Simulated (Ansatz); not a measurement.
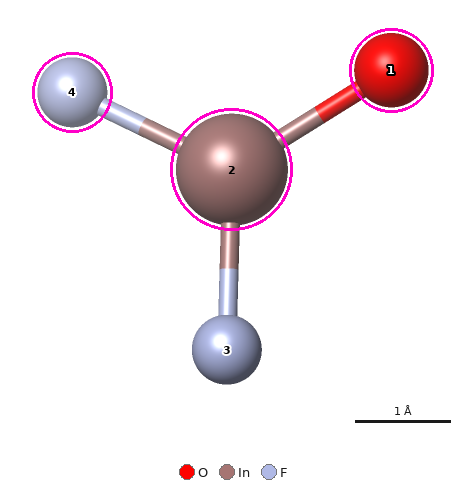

Energy scan for InOF₂ (multiplicity 2), in which the O1–In2–F4 angle is varied, with the rest of the molecule carried along rigidly. The picture shows the minimum geometry. The ringed atoms are those of the scanned coordinate. The picture is a ball-and-stick view, seen onto the plane of the angle.

Levels of theory: PBE0-D4, wB97M-V (def2-TZVPP, Ansatz), on geometries moved rigidly from the minimum at PBE0-D4/def2-TZVP. Elements past krypton carry the basis set's effective core potentials. Energies are counted from the PBE0-D4/def2-TZVP minimum geometry at the same level.

Input file:
```yaml
crystal:
  periodic: [false, false, false]
  atoms:
    - {symbol: O, position_ang: [-1.032013, -0.029587, 1.698338]}
    - {symbol: In, position_ang: [0.005545, -0.015223, 0.008471]}
    - {symbol: F, position_ang: [1.457478, -1.236515, -0.311344]}
    - {symbol: F, position_ang: [-0.375510, 1.221025, -1.415764]}
basis:
  gaussian: {orbitals: def2-TZVPP}
magnetization: {spin_polarized: true, initial_magnetization: 1}
hamiltonian: {xc: pbe0, dispersion: d4}
```

> What energies does the calculation give (the angle: 98.1, 104.1, 110.1, 116.1, 122.1, 128.1, 134.1, 140.1, 146.1°)?

Energies in meV.

| angle (°) | PBE0-D4 | wB97M-V |
| --- | --- | --- |
| 98.1 | 151.5 | 159.6 |
| 104.1 | 83.1 | 87.7 |
| 110.1 | 36.4 | 38.3 |
| 116.1 | 9.1 | 9.5 |
| 122.1 | 0.0 | 0.0 |
| 128.1 | 8.9 | 9.3 |
| 134.1 | 36.0 | 37.9 |
| 140.1 | 82.5 | 87.0 |
| 146.1 | 150.6 | 158.8 |

With PBE0-D4: of the computed points the lowest is at the angle 122.1°, 0.0 meV. The end points stand at 151.5 meV (98.1°) and 150.6 meV (146.1°). The curvature at the lowest point is about 1.7 eV/rad². At 98.1° the levels give PBE0-D4 151.5 meV, wB97M-V 159.6 meV.

The computed profile:

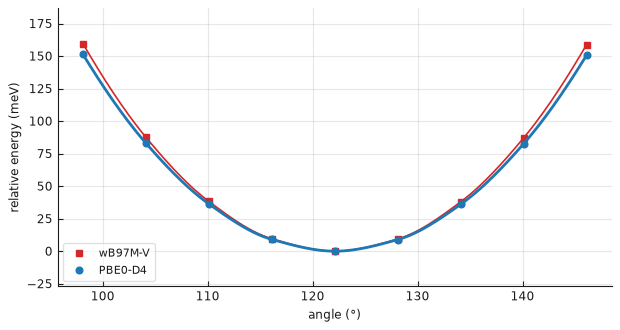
